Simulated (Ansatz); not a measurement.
Input file:

```
crystal:
  periodic: [false, false, false]
  atoms:
    - {symbol: C, position_ang: [-0.729406, -0.618117, -2.908139]}
    - {symbol: C, position_ang: [-1.107781, -0.247716, -1.503049]}
    - {symbol: C, position_ang: [-1.467724, -1.348307, -0.620056]}
    - {symbol: C, position_ang: [-1.865117, -3.365158, 0.094290]}
    - {symbol: N, position_ang: [-1.485090, -2.619525, -0.971215]}
    - {symbol: "N", position_ang: [-2.143500, -2.772580, 1.243684]}
    - {symbol: O, position_ang: [-0.396982, 0.441328, -3.728699]}
    - {symbol: S, position_ang: [-1.112623, 1.315658, -0.994650]}
    - {symbol: S, position_ang: [-1.933047, -1.139044, 1.048205]}
    - {symbol: H, position_ang: [-0.478134, 1.251495, -3.185239]}
    - {symbol: H, position_ang: [0.099459, -1.355706, -2.828293]}
    - {symbol: H, position_ang: [-1.576129, -1.209862, -3.319935]}
    - {symbol: H, position_ang: [-1.944098, -4.453673, 0.013192]}
basis:
  gaussian: {orbitals: def2-SVPD}
hamiltonian: {xc: pbe0}
output: {forces: true, orbitals: {seedname: orbitals}}
```

Run with:

```sh
ansatz run input.yaml --threads 4 --pin off --max-ram 7830MiB --events-out events.jsonl --progress --plain --runs-dir runs
```

Geometry: r2SCAN-D4/def2-SVP.

These are results of isolated molecule in a Gaussian basis; Kohn-Sham density functional theory, functional PBE0 (Ansatz), not measurements.

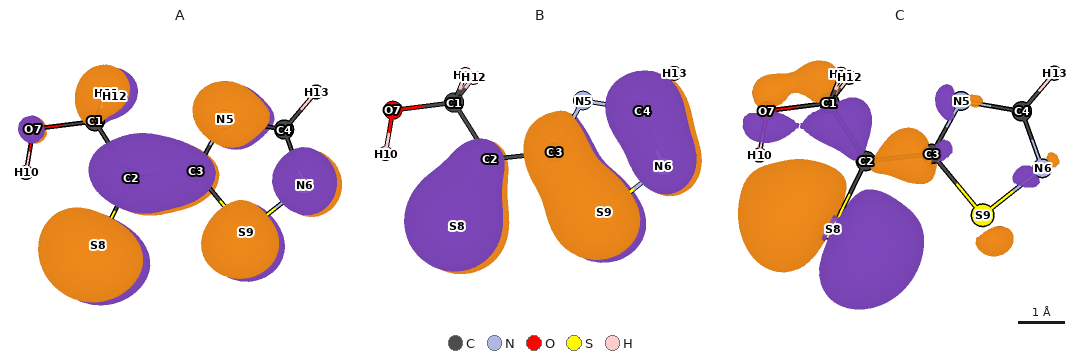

C₄H₄N₂OS₂ (SMILES OCC(=S)c1ncns1). Three frontier orbitals at ±0.08 Å⁻³ᐟ² (orange and purple are the two phases), in no order.

Q: Which picture is the HOMO−1, the HOMO and the LUMO?

A: B is the HOMO−1 (−8.24 eV). By Hirshfeld shares it lies mainly on S8 (about 30 %), S9 (about 25 %), C4 (about 15 %), N6 (about 10 %) and C3 (about 10 %). C is the HOMO (−7.73 eV). By Hirshfeld shares it lies mainly on S8 (about 75 %); largely a lone pair of S8. A is the LUMO (−3.81 eV). By Hirshfeld shares it lies mainly on S8 (about 30 %), C2 (about 20 %), S9 (about 10 %), C3 (about 10 %), N5 (about 10 %) and N6 (about 10 %).

Q: What is the HOMO–LUMO gap?

A: 3.92 eV between the orbital energies.
